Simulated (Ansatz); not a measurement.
The starting structures come from a database of crystals and need not be the phases stable at ambient conditions.

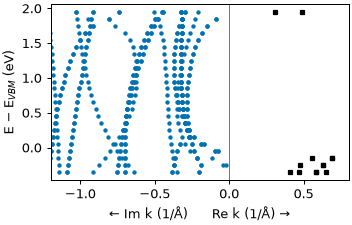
Figure. Complex bands at the centre of the two-dimensional zone; r2SCAN run with Ansatz (a program for electronic structure)

The gap is the functional's own. No spin-orbit coupling. Mid-gap values are those at the computed energy nearest the middle.

Problem. This is Tl3VSe4 (I-43m, 8 atoms a cell, 28.7 Å³ an atom) along the normal of (001). Read off the slowest decay at the centre of the two-dimensional zone at 0.85 eV, the computed energy nearest the middle of the gap.

Solution. κ ≈ 0.28 1/Å, a decay length 1/(2κ) of the density of 1.8 Å.
